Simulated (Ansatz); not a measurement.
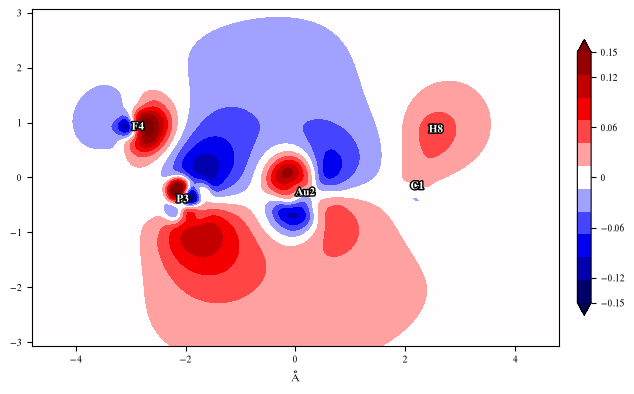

Figure. CH₃AuF₃P. The LUMO on the plane of atoms Au2, P3 and F4 (values in Å⁻³ᐟ²; the overall sign is arbitrary).

Geometry: PBE0-D4/def2-TZVP; core potentials replace the inner electrons of Au.

Computed with Ansatz, RKS PBE0-D4/def2-TZVPP.

The calculation's input:

```
crystal:
  periodic: [false, false, false]
  atoms:
    - {symbol: C, position_ang: [-0.223006, -1.798896, 1.336632]}
    - {symbol: Au, position_ang: [-0.019928, -0.158590, 0.118048]}
    - {symbol: P, position_ang: [0.201313, 1.624733, -1.207253]}
    - {symbol: F, position_ang: [-0.616702, 1.674350, -2.523749]}
    - {symbol: F, position_ang: [1.605550, 1.952601, -1.777680]}
    - {symbol: F, position_ang: [-0.164639, 3.019838, -0.637527]}
    - {symbol: H, position_ang: [0.756869, -2.209707, 1.592044]}
    - {symbol: H, position_ang: [-0.804205, -2.577674, 0.836750]}
    - {symbol: H, position_ang: [-0.735252, -1.526645, 2.262726]}
basis:
  gaussian: {orbitals: def2-TZVPP}
hamiltonian: {xc: pbe0, dispersion: d4}
output: {orbitals: {seedname: orbitals}}
```

Command:

```sh
ansatz run in.yaml --threads 4 --pin off --events-out ev --progress --plain --max-ram 11315MiB
```

Q: Where does this orbital lie, and at what energy?

A: By Hirshfeld shares it lies mainly on Au2 (about 40 %) and P3 (about 35 %). It is one of a degenerate set, so its orientation is arbitrary. Its energy is −1.24 eV.
